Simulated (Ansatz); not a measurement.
## Nudged elastic band, with input and output: C$_{2}$H$_{9}$BN$_{2}$ (part 2 of 2)

C$_{2}$H$_{9}$BN$_{2}$, SMILES CNBCN; RKS PBE0/def2-SVP (Ansatz 0.2.0). The run did not end well. One setting was made poor on purpose. It belongs to a series of runs on one base structure; here: band between the two ends.

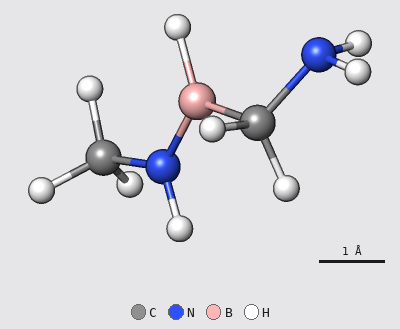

**Figure 1.** The input geometry (ball-and-stick view, seen at a tilt).

```
Unfinished report: {"positions_ang":[[-2.2060653335677483,-0.7166960131188403,-0.7046670968680767],[-0.7818863528812127,-0.5201295643919224,-0.6406539566496311],[-0.019633088434835886,0.20060595099359535,0.2717832564782615],[1.5557076566145183,0.192285492760362,0.1376250879129723],[2.279723948508051,1.411763139443889,0.6387602862278543],[-2.699568241408204,-0.164863150219199,0.10431281935151329],[-2.618641023667277,-0.3540166191739095,-1.6603877102671898],[-2.4868264399592612,-1.779088452408502,-0.610374688936642],[-0.2811830358199759,-0.9668401003660118,-1.4006917130124998],[-0.5972858939518719,0.7471733820493766,1.1974615677234421],[1.854077019472939,-0.646733433009388,0.7907129304445157],[1.8145428845448832,-0.14477095736782378,-0.8791563317971787],[1.5361363652784814,1.741833271773301,1.266933300677316],[2.638103535271516,0.9701770530350764,1.5171422487153439]],"unchecked":["starts","cluster_reference","orbital_swaps","neighbouring_geometries","increment"],"mean_field":{"relativity":"none","state":{"energy":{"ev":-5865.784822404643,"hartree":-215.56361625161543},"converged":true,"gradient_ev":9.196221648853327e-6,"stability":{"kind":"minimum","curvature_ev":35.94397209859181},"curvature_floor_ev":0.00030000000000000003,"spin_squared":1.7763568394002505e-14},"others":[],"fillings":{"estimated":0,"unestimated":0,"tried":0,"untried":0,"excluded_magnetic_sites":0},"n_dropped_functions":0,"n_trapped_functions":0,"passes":{"evaluations":4,"products":27},"factors":{"origin":"Cholesky decomposition","count":1312,"bound_ev":0.0011287562347882796},"gradient_stop_ev":0.00009,"reference_kind":"stationary","functional":{"name":"PBE0","citations":["Adamo & Barone, J. Chem. Phys. 110, 6158 (1999) doi:10.1063/1.478522","Perdew, Burke & Ernzerhof, Phys. Rev. Lett. 77, 3865 (1996) doi:10.1103/PhysRevLett.77.3865"],"text":"name \"PBE0\"\ncite \"Adamo & Barone, J. Chem. Phys. 110, 6158 (1999) doi:10.1063/1.478522\"\ncite \"Perdew, Burke & Ernzerhof, Phys. Rev. Lett. 77, 3865 (1996) doi:10.1103/PhysRevLett.77.3865\"\nparent pbe\nparameter a = 0.25\nparameter kappa = 0.804\nparameter beta = 0.06672455060314922\nexchange = (1 - a)*pbe_x(kappa = kappa, mu = beta*pi^2/3) + a*exact_x\ncorrelation = pbe_c(beta = beta)\n","parameters":{"a":{"value":0.25,"default":0.25},"beta":{"value":0.06672455060314922,"default":0.06672455060314922},"kappa":{"value":0.804,"default":0.804}},"final_grid":{"core_spheres":13.0,"valence_spheres":11.0,"degree":36.0},"final_grid_parameter_source":"default","radial_points_factor":1.0,"radial_grid_error_ev":3.235511906987185e-7,"grid_sensitivity":"normal","grid_sensitivity_ratio":0.001870803151768979},"unsmoothed_excess_ev":-0.000028378922917652114,"symmetry":{"irreps":["A"],"axes":[[0.996816894893113,0.05375854264658577,-0.05887356918149069],[-0.052606104776802214,0.9983954783061652,0.020953917008899224],[0.05990555730368143,-0.017790109339713096,0.9980455080875904]],"occupied":[{"A":20},{"A":20}]},"held":{"pivots":1312,"left_out":0,"joined":0},"density_repulsion":{"missed_ev":0.00001573527562888168,"excess_ev":0.0,"most_excess_ev":0.000108,"are_drawn_again":false,"n_first_factors":1312,"energy_change_ev":0.0,"n_dropped_ends":0}},"factors":{"origin":"Cholesky decomposition","count":1312,"bound_ev":0.0011287562347882796},"n_frozen":0,"n_occupied":[20,20],"n_virtual":[95,95],"reference":{"ev":-5865.784822404643,"hartree":-215.56361625161543},"total":{"ev":-5865.784822404643,"hartree":-215.56361625161543},"forces_ev_per_angstrom":[[-0.014836022655324512,0.01346347702995124,-0.006707615865774417],[-0.06027369699620859,0.008642684185236005,-0.09587323677610367],[-0.10439063743873561,-0.0820343235328164,-0.04768024169338814],[-0.2619477987544801,-0.15282432914119937,0.19901421925298812],[-0.9888268580386054,-1.6389111450568814,2.1951321733169524],[0.004994819642761365,0.036615491432503214,0.0702472275224895],[-0.0392751299051489,0.027086066214896096,-0.018787783118782993],[0.015580825183611377,-0.036671300855538165,0.028773638612787356],[0.01034643241124966,-0.048080619106036934,-0.0930043468283597],[0.08332196906977449,0.04780824437906087,-0.0473964415453365],[-0.04019268622119142,-0.41224265799419907,-0.1756874655356757],[0.4337281501674355,0.36998076913318423,-0.1184371782588023],[-0.5283819922820392,1.4786840326650912,-0.8632800881103092],[1.4901526258205193,0.3884836106431259,-1.0263128609724246]],"charge_distribution":{"dipole_moment_e_ang":[-0.41012659650509886,-0.4641154712686336,-0.021073210202170324],"mulliken_charges_e":[0.039556088400098055,-0.16314061140165048,-0.0574926473352555,-0.0714733089566515,-0.19907825858075956,0.054691379159699904,0.04547892912779217,0.045114028269245265,0.13646774272946338,-0.055005788645032805,0.03692020142189001,0.028729749570911678,0.07779993571876354,0.08143256052147352],"lowdin_charges_e":[0.06334197880132386,0.26348398009256435,-0.4101852436433324,-0.020101905443103085,0.07237312218951786,0.011076969810920989,-0.005308269143072364,-0.006313198547592824,0.0288241224013992,-0.021236450190530665,0.02138903005156223,0.005611083594940336,-0.009333201578803463,0.006377981604154259]},"n_threads":2,"memory_gib":2.556818182580173,"seconds":{"hamiltonian":2.5547502570000002,"orbitals":0.0,"second_order":0.0,"solver_start":0.0,"cycles":0.0,"cycle":0.0,"perturbative":0.0,"full_ci_increment":0.0,"forces":0.0}}
this run last wrote the band of iteration 60 to [file]
Error: NEB band did not converge after 60 iterations: max|band force component| = 1.39e0 eV/Å (threshold 5.0e-2); raise `neb.max_iterations` in a new run, which can start from the last band evaluated (`neb.initial_path`, with `crystal.atoms` and `neb.final_atoms` set to its first and last images), add images, or start from endpoints closer to local minima. Where this run's directory can be resumed (`checkpoint.write`), a resume goes on for up to `neb.max_iterations` more; to start a new run from the last band, take its images' positions from the `neb_iteration` event of iteration 60 (`data.images[].positions_ang`), in the event stream of the run that computed that iteration (not this run's, if it was resumed behind it). With `checkpoint.write`, `steps/00-neb/state/checkpoint.json` in the run directory holds the last saved band, under `neb.evaluated.images[].positions_ang` (a band under a hybrid functional on support functions is neither saved nor resumed: `neb.initial_path` says where its path is): check the last entry of `neb.iterations` there, which is earlier than 60 if that iteration was not saved or its write failed. If the band's step has no `state` directory and holds `state.next`, a write was cut short, and the file is under `state.next` instead (behind a loss of power it can be under `state.prev`)
this run wrote the band of iteration 60 to [file] as well, whether or not its events were kept: a new run's `neb.initial_path` can list its `images[].positions_ang`
a run's events are kept only if it was started with --events-out <file>, and are in that file
```

## The last band as extended XYZ (Å, eV, eV/Å)
```
14
Properties=species:S:1:pos:R:3:forces:R:3 image=0 energy=-5866.47006
C    -2.2148   -0.6007   -0.8795   -0.0040  -0.0005  -0.0014
N    -0.7896   -0.4949   -0.6977    0.0098   0.0044   0.0099
B    -0.1138    0.0734    0.3810   -0.0021  -0.0024  -0.0063
C     1.4667    0.0227    0.4703   -0.0006  -0.0008  -0.0014
N     2.0407    1.1305    1.2155   -0.0015   0.0069   0.0003
H    -2.7257   -0.1163   -0.0365    0.0011  -0.0005   0.0000
H    -2.5510   -0.1085   -1.8085    0.0005   0.0004   0.0003
H    -2.5519   -1.6513   -0.9197   -0.0004   0.0003  -0.0005
H    -0.2462   -0.9064   -1.4504   -0.0032  -0.0009  -0.0002
H    -0.7755    0.5776    1.2649    0.0006  -0.0019  -0.0017
H     1.6802   -0.9134    1.0264   -0.0015   0.0013  -0.0002
H     1.9096   -0.1431   -0.5402   -0.0003  -0.0002   0.0000
H     1.8014    2.0185    0.7800    0.0012  -0.0069   0.0017
H     3.0571    1.0826    1.2232    0.0003   0.0007  -0.0002
14
Properties=species:S:1:pos:R:3:forces:R:3 image=1 energy=-5866.46449
C    -2.2239   -0.6636   -0.8379    0.0024   0.0015  -0.0008
N    -0.7949   -0.5430   -0.6949    0.0007   0.0059   0.0104
B    -0.1062    0.1289    0.3147    0.0009   0.0003   0.0030
C     1.4767    0.0946    0.3935    0.0033  -0.0001  -0.0094
N     2.0397    1.0873    1.2951    0.0047  -0.0088  -0.0310
H    -2.7165   -0.0892   -0.0419   -0.0042   0.0004  -0.0025
H    -2.5794   -0.2741   -1.8077    0.0077   0.0027  -0.0008
H    -2.5633   -1.7112   -0.7562    0.0032   0.0023  -0.0039
H    -0.2679   -1.0362   -1.4092    0.0064   0.0063   0.0049
H    -0.7646    0.7183    1.1472    0.0007  -0.0020   0.0069
H     1.7199   -0.9124    0.7894    0.0038   0.0082   0.0136
H     1.9102    0.1017   -0.6341   -0.0107  -0.0278  -0.0167
H     1.8009    2.0245    0.9785   -0.0298   0.0145   0.0192
H     3.0565    1.0450    1.2923    0.0109  -0.0033   0.0069
14
Properties=species:S:1:pos:R:3:forces:R:3 image=2 energy=-5866.26789
C    -2.2216   -0.7110   -0.7739   -0.0173   0.0022  -0.0173
N    -0.7946   -0.5578   -0.6749   -0.0289  -0.0008  -0.0368
B    -0.0736    0.1889    0.2525   -0.0454  -0.0794   0.0030
C     1.5063    0.1495    0.2479   -0.0670  -0.0974   0.1144
N     2.1099    1.1451    1.0617   -0.0097  -0.0547  -0.2021
H    -2.7109   -0.0999   -0.0033    0.0060   0.0048   0.0018
H    -2.6012   -0.3860   -1.7577   -0.0349   0.0032  -0.0056
H    -2.5376   -1.7584   -0.6248   -0.0102   0.0036   0.0006
H    -0.2751   -1.0846   -1.3697   -0.0108  -0.0186  -0.0342
H    -0.6942    0.8310    1.0790    0.0009  -0.0107  -0.0242
H     1.7559   -0.8415    0.6725   -0.0757  -0.2548  -0.0615
H     1.8740    0.0937   -0.8083    0.0539   0.0961   0.0529
H     1.6368    1.9980    1.2682   -0.1688   0.3602   0.0750
H     3.0131    1.0037    1.4595    0.4080   0.0462   0.1338
14
Properties=species:S:1:pos:R:3:forces:R:3 image=3 energy=-5865.78479
C    -2.2061   -0.7167   -0.7047   -0.0148   0.0135  -0.0067
N    -0.7819   -0.5201   -0.6407   -0.0603   0.0086  -0.0959
B    -0.0196    0.2006    0.2718   -0.1044  -0.0820  -0.0477
C     1.5557    0.1923    0.1376   -0.2619  -0.1528   0.1990
N     2.2797    1.4118    0.6388   -0.9888  -1.6389   2.1951
H    -2.6996   -0.1649    0.1043    0.0050   0.0366   0.0702
H    -2.6186   -0.3540   -1.6604   -0.0393   0.0271  -0.0188
H    -2.4868   -1.7791   -0.6104    0.0156  -0.0367   0.0288
H    -0.2812   -0.9668   -1.4007    0.0103  -0.0481  -0.0930
H    -0.5973    0.7472    1.1975    0.0833   0.0478  -0.0474
H     1.8541   -0.6467    0.7907   -0.0402  -0.4122  -0.1757
H     1.8145   -0.1448   -0.8792    0.4337   0.3700  -0.1184
H     1.5361    1.7418    1.2669   -0.5284   1.4787  -0.8633
H     2.6381    0.9702    1.5171    1.4902   0.3885  -1.0263
14
Properties=species:S:1:pos:R:3:forces:R:3 image=4 energy=-5866.40245
C    -2.2286   -0.7851   -0.6149   -0.0018   0.0024   0.0054
N    -0.7974   -0.6228   -0.5923    0.0006   0.0002  -0.0035
B    -0.0379    0.2152    0.2230    0.0020  -0.0069   0.0029
C     1.5413    0.2649    0.0711    0.0127  -0.0095  -0.0106
N     2.3082    1.2219    0.8683   -0.0190  -0.0252   0.0716
H    -2.6854   -0.1173    0.1275    0.0031   0.0073   0.0137
H    -2.6565   -0.5363   -1.6016   -0.0019   0.0075   0.0028
H    -2.5334   -1.8183   -0.3737   -0.0005  -0.0028   0.0079
H    -0.3129   -1.2004   -1.2727   -0.0018  -0.0057  -0.0139
H    -0.6348    0.9090    1.0257    0.0120   0.0044   0.0176
H     1.9302   -0.7496    0.2743    0.0197  -0.0450  -0.0256
H     1.7719    0.4141   -1.0036    0.0122   0.0202  -0.0553
H     1.7134    1.9918    1.1641   -0.0434   0.0795  -0.0781
H     2.6092    0.7836    1.7337    0.0060  -0.0264   0.0650
14
Properties=species:S:1:pos:R:3:forces:R:3 image=5 energy=-5866.45718
C    -2.2131   -0.8511   -0.5012    0.0006  -0.0009   0.0013
N    -0.7807   -0.6940   -0.5236    0.0005  -0.0063   0.0044
B    -0.0225    0.2912    0.1054    0.0014  -0.0026   0.0025
C     1.5524    0.3761   -0.0635   -0.0010   0.0010  -0.0032
N     2.3189    1.0602    0.9816    0.0113  -0.0037   0.0102
H    -2.6564   -0.0651    0.1249    0.0020   0.0049   0.0040
H    -2.6557   -0.7695   -1.5091    0.0028   0.0023  -0.0033
H    -2.5149   -1.8273   -0.0843   -0.0046  -0.0037   0.0025
H    -0.3015   -1.3921   -1.0840    0.0011  -0.0153   0.0029
H    -0.6215    1.1192    0.7676    0.0029   0.0056   0.0029
H     1.9902   -0.6294   -0.2062    0.0077  -0.0080  -0.0260
H     1.7556    0.8854   -1.0273   -0.0052   0.0242  -0.0123
H     1.8663    1.9459    1.2046    0.0134   0.0133  -0.0174
H     2.2702    0.5210    1.8439   -0.0330  -0.0108   0.0315
14
Properties=species:S:1:pos:R:3:forces:R:3 image=6 energy=-5866.47218
C    -2.1627   -0.7768   -0.6471    0.0041  -0.0010  -0.0006
N    -0.7303   -0.6252   -0.5946    0.0017   0.0014   0.0007
B    -0.0056    0.4121   -0.0123   -0.0036  -0.0007   0.0019
C     1.5778    0.4557   -0.0193    0.0100   0.0043   0.0112
N     2.1901    0.6835    1.2991   -0.0141  -0.0063  -0.0066
H    -2.6367    0.0651   -0.1249   -0.0024   0.0012   0.0009
H    -2.5401   -0.7874   -1.6843   -0.0001   0.0000  -0.0004
H    -2.4979   -1.7099   -0.1619    0.0006   0.0005  -0.0001
H    -0.2203   -1.3721   -1.0567   -0.0017   0.0011   0.0015
H    -0.6347    1.2977    0.5384    0.0009  -0.0023  -0.0022
H     2.0201   -0.4614   -0.4517   -0.0009   0.0004   0.0007
H     1.9155    1.2673   -0.6916   -0.0004  -0.0019   0.0013
H     1.8367    1.5582    1.6864    0.0016  -0.0030  -0.0011
H     1.8751   -0.0360    1.9493    0.0043   0.0062  -0.0072
```

This output came from the following input.

## The input
```yaml
crystal:
  periodic: [false, false, false]
  atoms:
    - { symbol: C, position_ang: [-2.214807, -0.600748, -0.879526] }
    - { symbol: "N", position_ang: [-0.789564, -0.494912, -0.697695] }
    - { symbol: B, position_ang: [-0.113838, 0.073403, 0.381004] }
    - { symbol: C, position_ang: [1.466676, 0.022724, 0.470272] }
    - { symbol: "N", position_ang: [2.040687, 1.130515, 1.215499] }
    - { symbol: H, position_ang: [-2.725669, -0.116299, -0.036458] }
    - { symbol: H, position_ang: [-2.551017, -0.108491, -1.808542] }
    - { symbol: H, position_ang: [-2.551937, -1.651295, -0.919651] }
    - { symbol: H, position_ang: [-0.246169, -0.906444, -1.450377] }
    - { symbol: H, position_ang: [-0.775466, 0.577563, 1.264904] }
    - { symbol: H, position_ang: [1.680172, -0.913423, 1.026435] }
    - { symbol: H, position_ang: [1.909585, -0.143053, -0.540221] }
    - { symbol: H, position_ang: [1.801436, 2.018515, 0.77999] }
    - { symbol: H, position_ang: [3.057113, 1.082645, 1.223166] }
basis:
  gaussian: { orbitals: def2-SVP }
hamiltonian:
  xc: pbe0
neb:
  order_check: false
  images: 5
  f_tol: 0.05
  max_iterations: 60
  initial_path: idpp
  max_displacement: 0.5
  optimiser: fire
  final_atoms:
    - { symbol: C, position_ang: [-2.1842481, -0.69778514, -0.66422964] }
    - { symbol: "N", position_ang: [-0.74855325, -0.64691301, -0.54704013] }
    - { symbol: B, position_ang: [0.02900749, 0.40522998, -0.06871788] }
    - { symbol: C, position_ang: [1.60905865, 0.32989621, 0.01335225] }
    - { symbol: "N", position_ang: [2.17244154, 0.69427056, 1.32293953] }
    - { symbol: H, position_ang: [-2.61293349, 0.24183784, -0.29067436] }
    - { symbol: H, position_ang: [-2.50982368, -0.82565928, -1.71108406] }
    - { symbol: H, position_ang: [-2.61799668, -1.526172, -0.07771871] }
    - { symbol: H, position_ang: [-0.27919357, -1.48692643, -0.8719182] }
    - { symbol: H, position_ang: [-0.55195343, 1.40339379, 0.31779196] }
    - { symbol: H, position_ang: [1.99569344, -0.66907254, -0.26301908] }
    - { symbol: H, position_ang: [2.04455743, 1.01189581, -0.74149796] }
    - { symbol: H, position_ang: [1.87307887, 1.63835021, 1.56578686] }
    - { symbol: H, position_ang: [1.76806677, 0.09835401, 2.0448294] }
```

Launched with:
```bash
ansatz run input.yaml --threads 2 --pin off --max-ram 3072MiB --backend cpu --events-out ev --progress --plain --runs-dir out
```

## Outcome

```json
{"quantity": "outcome", "value": "not converged"}
{"quantity": "barrier, forward (band not converged)", "value": "0.685 eV"}
{"quantity": "barrier, backward", "value": "0.687 eV"}
{"quantity": "hardware", "value": "2 threads of Arm Neoverse V2, 24 GiB of memory available, shared host"}
{"quantity": "wall time", "value": "12 min (CPU time 24 min)"}
{"quantity": "peak memory", "value": "0.26 GiB"}
```

## What went wrong

The run did not converge: “NEB band did not converge after 60 iterations: max|band force component| = 1.39e0 eV/Å (threshold 5.0e-2); raise `neb.max_iterations` in a new run, which can start from the last band evaluated (`neb.initial_path`, with `crystal.atoms` and `neb.final_atoms` set to its first and last images), add images, or start from endpoints closer to local minima …” Its last values are not results. A deliberately poor setting: step length.
